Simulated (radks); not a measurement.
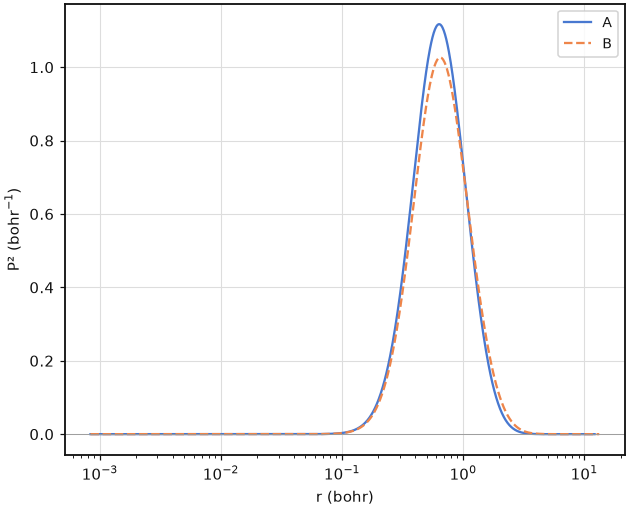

The Nd²⁺ ion was computed in two configurations: [Xe] 4f2 6p2 (4f5/2: 2, 6p1/2: 2); [Xe] 4f3 6p1 (4f5/2: 3, 6p1/2: 1). Theory: Dirac Kohn-Sham, PBE, spin-unpolarised, spherical densities, finite nucleus (computed with the in-house radial solver radks).

The plot shows P² of the 4f5/2 orbital in both runs (large components where relativistic).

Question: Which curve belongs to which run?

Answer: A is [Xe] 4f2 6p2 (4f5/2: 2, 6p1/2: 2) (⟨r⟩ = 0.904 bohr, eigenvalue −34.2 eV); B is [Xe] 4f3 6p1 (4f5/2: 3, 6p1/2: 1) (⟨r⟩ = 0.975 bohr, eigenvalue −23.7 eV). The orbital is smaller where the other electrons screen the nucleus less.
